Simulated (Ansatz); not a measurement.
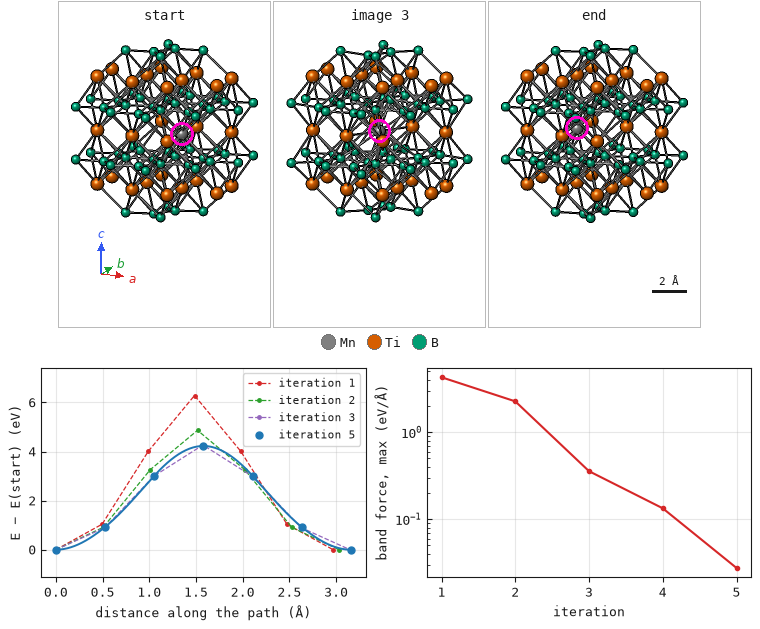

NEB run on a defect cell of composition Ti$_{6}$MnB$_{16}$ (23 atoms in the cell). Images are numbered from 0 (start) to 6 (end). The plot follows the band through its iterations. Style: ball-and-stick. Shown: the atoms within 5.7 Å of the middle of the path, slightly off an axis. The moving atom is ringed, with any periodic copies. Bonds to atoms that aren't drawn are left out.

All numbers below come from Ansatz 0.2.0, DFT PBE, scalar-relativistic, plane waves, PAW. Run with plane-wave cutoff 420 eV; k-point mesh 4 × 4 × 4; Gaussian smearing 0.1 eV; spin collinear; 5 movable images; climbing image.

> Judge this run.

The run is converged, with reservations. The band converged in 5 iterations. The largest component of the band force went from 4.3 to 0.028 eV/Å. The climbing image converged on the top of the path. Its curvatures weren't checked. The first iteration put the highest image at 6.28 eV. The two ends have the same energy, and the highest point, image 3, lies 4.23 eV above the start.

Limits of the set-up: the periodic images lie only 6.1 Å apart, so the values are limited by the cell's size.

The run took 55 min on 4 threads of Arm Neoverse V1, with other jobs on the host, peak memory 4.7 GiB.
